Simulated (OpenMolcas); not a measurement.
## PO: relativistic diatomic calculation (part 2 of 2)

The same run, continued: PO. Method: SA-CASSCF(9,7)/XMS-CASPT2 + RASSI spin-orbit (X2C scalar, AMFI), ANO-RCC-VTZP (OpenMolcas).

Output (extracts), continued:
```
++ Dipole transition strengths (spin-free states):
     for osc. strength at least  1.00000000E-05
      From   To        Osc. strength     Einstein coefficients Ax, Ay, Az (sec-1)    Total A (sec-1)
         1   11       5.27165166E-02  3.87055777E+06  8.96848727E+07  0.00000000E+00  9.35554304E+07
         1   12       5.27461759E-02  8.98387097E+07  3.88515630E+06  0.00000000E+00  9.37238660E+07
         1   13       1.22016951E-01  2.11787493E+08  4.25463525E+07  0.00000000E+00  2.54333846E+08
         1   14       7.79332851E-02  2.91895026E+07  1.45239647E+08  0.00000000E+00  1.74429150E+08
         2   11       5.27164611E-02  8.96847772E+07  3.87055479E+06  0.00000000E+00  9.35553320E+07
         2   12       5.27461936E-02  3.88514447E+06  8.98387530E+07  0.00000000E+00  9.37238975E+07
         2   13       1.22016946E-01  4.25463651E+07  2.11787471E+08  0.00000000E+00  2.54333836E+08
         2   14       7.79333316E-02  1.45239781E+08  2.91894723E+07  0.00000000E+00  1.74429254E+08
        15    9       2.36136444E-04  8.63533110E-02  5.91554971E+01  0.00000000E+00  5.92418505E+01
        15   10       2.36136454E-04  5.91554996E+01  8.63533071E-02  0.00000000E+00  5.92418529E+01
         4   11       2.75860244E-03  2.36497229E+05  9.32264315E+03  0.00000000E+00  2.45819872E+05
         4   12       2.73589992E-03  1.18941468E+04  2.33250055E+05  0.00000000E+00  2.45144202E+05
         4   13       3.06119522E-05  2.87449249E+03  2.27360764E+03  0.00000000E+00  5.14810013E+03
         4   14       2.10843371E-03  2.04247754E+05  2.46555667E+05  0.00000000E+00  4.50803421E+05
         3   11       2.75860326E-03  9.32262210E+03  2.36497323E+05  0.00000000E+00  2.45819945E+05
         3   12       2.73589880E-03  2.33249974E+05  1.18941282E+04  0.00000000E+00  2.45144102E+05
         3   13       3.06119936E-05  2.27360521E+03  2.87450188E+03  0.00000000E+00  5.14810709E+03
         3   14       2.10843407E-03  2.46556053E+05  2.04247445E+05  0.00000000E+00  4.50803498E+05
         6   11       6.32581101E-04  1.39076756E+04  2.30559239E+03  0.00000000E+00  1.62132680E+04
         6   12       6.66641175E-04  1.77940198E+03  1.54831183E+04  0.00000000E+00  1.72625203E+04
         5   11       6.32581132E-04  2.30559257E+03  1.39076762E+04  0.00000000E+00  1.62132688E+04
         5   12       6.66641170E-04  1.54831185E+04  1.77940166E+03  0.00000000E+00  1.72625201E+04
         8   13       8.04103626E-05  6.25906871E+02  3.85521225E+02  0.00000000E+00  1.01142810E+03
         8   14       7.77354781E-04  7.98193161E+03  1.30432076E+04  0.00000000E+00  2.10251392E+04
         7   13       8.04103614E-05  3.85521180E+02  6.25906901E+02  0.00000000E+00  1.01142808E+03
         7   14       7.77354734E-04  1.30432059E+04  7.98193205E+03  0.00000000E+00  2.10251379E+04
 Electric-quadrupole - electric-quadrupole not included
 Electric-dipole - electric-octupole not included
 Electric-dipole - magnetic-quadrupole not included
   Eigenvalues of complex Hamiltonian:
  (Shifted by EMIN (a.u.) =       -416.8536075105)
 SO State       Relative EMIN(au)   Rel lowest level(eV)    D:o, cm**(-1)      Omega
     1            -0.0004658822        0.0000000000              0.0000         0.5
     2            -0.0004658822        0.0000000000              0.0000         0.5
     3             0.0004608769        0.0252183991            203.4001         1.5
     4             0.0004608769        0.0252183991            203.4001         1.5
     5             0.1520692919        4.1506935386          33477.6011         0.5
     6             0.1520692919        4.1506935386          33477.6011         0.5
     7             0.1520748555        4.1508449329          33478.8222         1.5
     8             0.1520748555        4.1508449329          33478.8222         1.5
     9             0.1545414347        4.2179639699          34020.1737         2.5
    10             0.1545414347        4.2179639699          34020.1737         2.5
    11             0.1547448783        4.2234999530          34064.8244         1.5
    12             0.1547448783        4.2234999530          34064.8244         1.5
    13             0.1549623919        4.2294188002          34112.5632         0.5
    14             0.1549623919        4.2294188002          34112.5632         0.5
    15             0.1551930515        4.2356953669          34163.1871         0.5
    16             0.1551930515        4.2356953669          34163.1871         0.5
    17             0.1823357585        4.9742860514          40120.3227         1.5
    18             0.1823357585        4.9742860514          40120.3227         1.5
    19             0.1823803214        4.9754986702          40130.1031         0.5
    20             0.1823803214        4.9754986702          40130.1031         0.5
    21             0.2064547271        5.6305966221          45413.8244         3.5
    22             0.2064547271        5.6305966221          45413.8244         3.5
    23             0.2070982541        5.6481078846          45555.0623         2.5
    24             0.2070982541        5.6481078846          45555.0623         2.5
    25             0.2346219672        6.3970662714          51595.8191         1.5
    26             0.2346219672        6.3970662714          51595.8191         1.5
    27             0.2350157836        6.4077825613          51682.2518         2.3
    28             0.2350157836        6.4077825613          51682.2518         2.3
    29             0.2351764217        6.4121537483          51717.5078         1.8
    30             0.2351764217        6.4121537483          51717.5078         1.8
    31             0.2352362615        6.4137820712          51730.6411         0.5
    32             0.2352362615        6.4137820712          51730.6411         0.5
    33             0.2546737936        6.9427042643          55996.6863         0.5
    34             0.2546737936        6.9427042643          55996.6863         0.5
    35             0.2639685029        7.1956261902          58036.6392         0.5
    36             0.2639685029        7.1956261902          58036.6392         0.5
 Weights of the five most important spin-orbit-free states for each spin-orbit state.
 SO State  Total energy (au)           Spin-free states, spin, and weights
    1        -0.000466       1 0.5  0.5000    2 0.5  0.5000   15 1.5  0.0000   14 0.5  0.0000   13 0.5  0.0000
    2        -0.000466       1 0.5  0.5000    2 0.5  0.5000   15 1.5  0.0000   14 0.5  0.0000   13 0.5  0.0000
    3         0.000461       2 0.5  0.5000    1 0.5  0.5000   15 1.5  0.0000   11 0.5  0.0000   12 0.5  0.0000
    4         0.000461       2 0.5  0.5000    1 0.5  0.5000   15 1.5  0.0000   11 0.5  0.0000   12 0.5  0.0000
    5         0.152069      15 1.5  0.9999   14 0.5  0.0000   10 1.5  0.0000    9 1.5  0.0000    1 0.5  0.0000
    6         0.152069      15 1.5  0.9999   14 0.5  0.0000   10 1.5  0.0000    9 1.5  0.0000    1 0.5  0.0000
    7         0.152075      15 1.5  1.0000   10 1.5  0.0000    9 1.5  0.0000    1 0.5  0.0000    2 0.5  0.0000
    8         0.152075      15 1.5  1.0000   10 1.5  0.0000    9 1.5  0.0000    1 0.5  0.0000    2 0.5  0.0000
    9         0.154541       9 1.5  0.5000   10 1.5  0.5000   11 0.5  0.0000   12 0.5  0.0000    6 0.5  0.0000
   10         0.154541       9 1.5  0.5000   10 1.5  0.5000   11 0.5  0.0000   12 0.5  0.0000    5 0.5  0.0000
   11         0.154745       9 1.5  0.4998   10 1.5  0.4998    4 0.5  0.0001    3 0.5  0.0001    8 0.5  0.0000
   12         0.154745       9 1.5  0.4998   10 1.5  0.4998    4 0.5  0.0001    3 0.5  0.0001    8 0.5  0.0000
   13         0.154962      10 1.5  0.4998    9 1.5  0.4998    4 0.5  0.0001    3 0.5  0.0001    8 0.5  0.0000
   14         0.154962      10 1.5  0.4998    9 1.5  0.4998    4 0.5  0.0001    3 0.5  0.0001    8 0.5  0.0000
   15         0.155193       9 1.5  0.5000   10 1.5  0.5000   15 1.5  0.0000   14 0.5  0.0000   13 0.5  0.0000
   16         0.155193       9 1.5  0.5000   10 1.5  0.5000   15 1.5  0.0000   14 0.5  0.0000   13 0.5  0.0000
   17         0.182336       3 0.5  0.4998    4 0.5  0.4998   10 1.5  0.0001    9 1.5  0.0001    7 0.5  0.0000
   18         0.182336       4 0.5  0.4998    3 0.5  0.4998   10 1.5  0.0001    9 1.5  0.0001    8 0.5  0.0000
   19         0.182380       4 0.5  0.4998    3 0.5  0.4998   10 1.5  0.0001    9 1.5  0.0001    8 0.5  0.0001
   20         0.182380       3 0.5  0.4998    4 0.5  0.4998    9 1.5  0.0001   10 1.5  0.0001    7 0.5  0.0001
   21         0.206455       6 0.5  0.5000    5 0.5  0.5000    8 0.5  0.0000    7 0.5  0.0000    4 0.5  0.0000
   22         0.206455       6 0.5  0.5000    5 0.5  0.5000    8 0.5  0.0000    7 0.5  0.0000    4 0.5  0.0000
   23         0.207098       5 0.5  0.5000    6 0.5  0.5000   12 0.5  0.0000   11 0.5  0.0000    8 0.5  0.0000
   24         0.207098       5 0.5  0.5000    6 0.5  0.5000   12 0.5  0.0000   11 0.5  0.0000    8 0.5  0.0000
   25         0.234622       7 0.5  0.4955    8 0.5  0.4955   11 0.5  0.0072   12 0.5  0.0017    4 0.5  0.0000
   26         0.234622       7 0.5  0.4955    8 0.5  0.4955   11 0.5  0.0072   12 0.5  0.0017    4 0.5  0.0000
   27         0.235016      11 0.5  0.9404   12 0.5  0.0543    8 0.5  0.0026    7 0.5  0.0026    6 0.5  0.0000
   28         0.235016      11 0.5  0.9404   12 0.5  0.0543    8 0.5  0.0026    7 0.5  0.0026    6 0.5  0.0000
   29         0.235176      12 0.5  0.9439   11 0.5  0.0525    7 0.5  0.0018    8 0.5  0.0018    5 0.5  0.0000
   30         0.235176      12 0.5  0.9439   11 0.5  0.0525    7 0.5  0.0018    8 0.5  0.0018    5 0.5  0.0000
   31         0.235236       8 0.5  0.4999    7 0.5  0.4999    4 0.5  0.0001    3 0.5  0.0001   10 1.5  0.0000
   32         0.235236       8 0.5  0.4999    7 0.5  0.4999    4 0.5  0.0001    3 0.5  0.0001   10 1.5  0.0000
   33         0.254674      13 0.5  0.9967   14 0.5  0.0033    4 0.5  0.0000    3 0.5  0.0000    2 0.5  0.0000
   34         0.254674      13 0.5  0.9967   14 0.5  0.0033    4 0.5  0.0000    3 0.5  0.0000    2 0.5  0.0000
   35         0.263969      14 0.5  0.9966   13 0.5  0.0033   15 1.5  0.0000    8 0.5  0.0000    7 0.5  0.0000
   36         0.263969      14 0.5  0.9966   13 0.5  0.0033   15 1.5  0.0000    8 0.5  0.0000    7 0.5  0.0000
++ Dipole transition strengths (SO states):
        for osc. strength at least   1.00000000E-05
      From   To        Osc. strength     Einstein coefficients Ax, Ay, Az (sec-1)    Total A (sec-1)
         1   25       8.42205964E-04  7.47755096E+05  7.47755731E+05  0.00000000E+00  1.49551083E+06
         1   28       2.86573014E-02  2.55287839E+07  2.55288134E+07  0.00000000E+00  5.10575973E+07
         1   30       7.61853686E-02  6.79608546E+07  6.79609014E+07  0.00000000E+00  1.35921756E+08
         1   31       1.12070238E-05  0.00000000E+00  0.00000000E+00  2.00045249E+04  2.00045249E+04
         1   34       1.33115469E-01  1.39208404E+08  1.39208377E+08  0.00000000E+00  2.78416781E+08
         1   35       6.67452184E-02  7.49785641E+07  7.49784882E+07  0.00000000E+00  1.49957052E+08
         2   26       8.42205964E-04  7.47755096E+05  7.47755731E+05  0.00000000E+00  1.49551083E+06
         2   27       2.86573014E-02  2.55287839E+07  2.55288134E+07  0.00000000E+00  5.10575973E+07
         2   29       7.61853686E-02  6.79608546E+07  6.79609014E+07  0.00000000E+00  1.35921756E+08
         2   32       1.12070238E-05  0.00000000E+00  0.00000000E+00  2.00045249E+04  2.00045249E+04
         2   33       1.33115469E-01  1.39208404E+08  1.39208377E+08  0.00000000E+00  2.78416781E+08
         2   36       6.67452184E-02  7.49785641E+07  7.49784882E+07  0.00000000E+00  1.49957052E+08
         3   25       9.86523356E-05  8.68995375E+04  8.68996404E+04  0.00000000E+00  1.73799178E+05
         3   28       7.61189530E-02  6.72763694E+07  6.72764288E+07  0.00000000E+00  1.34552798E+08
         3   30       2.90214099E-02  2.56852030E+07  2.56852146E+07  0.00000000E+00  5.13704177E+07
         3   34       1.10610340E-01  1.14834361E+08  1.14834352E+08  0.00000000E+00  2.29668713E+08
         3   35       8.94252321E-02  9.97533598E+07  9.97532717E+07  0.00000000E+00  1.99506632E+08
         4   26       9.86523356E-05  8.68995375E+04  8.68996404E+04  0.00000000E+00  1.73799178E+05
         4   27       7.61189530E-02  6.72763694E+07  6.72764288E+07  0.00000000E+00  1.34552798E+08
         4   29       2.90214099E-02  2.56852030E+07  2.56852146E+07  0.00000000E+00  5.13704177E+07
         4   33       1.106
```

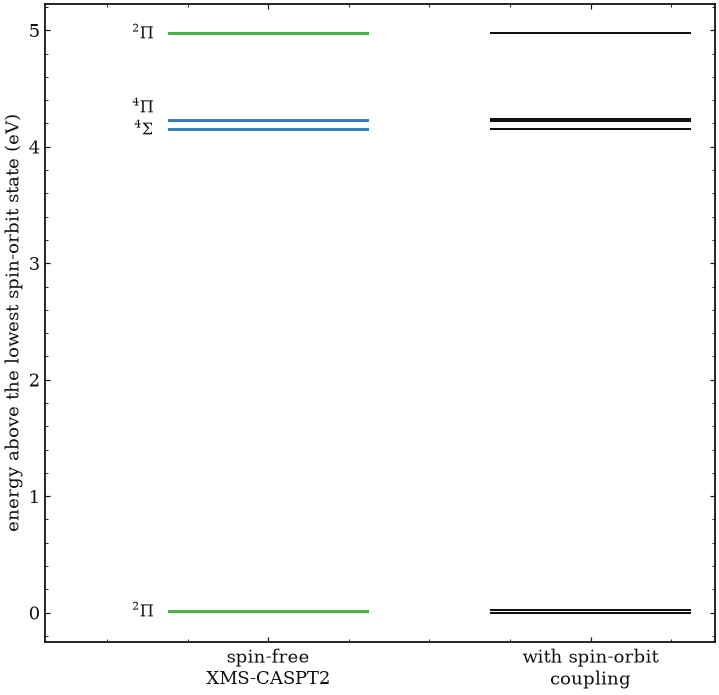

**Figure 2.** States up to 5.4 eV at 1.506 Å, without spin-orbit coupling (left, a colour for each spin multiplicity) and with it (right, where close levels merge). The spin-free states run ²Π (0.00 eV), ⁴Σ (4.14 eV), ⁴Π (4.21 eV), ²Π (4.96 eV) from the lowest. The lowest spin-orbit levels have |Ω| = 1/2 (0 cm⁻¹), 3/2 (203 cm⁻¹), 1/2 (33,478 cm⁻¹), 3/2 (33,479 cm⁻¹), 5/2 (34,020 cm⁻¹).

Outcome of the run: converged; components of a degenerate state are split by 32 cm⁻¹.
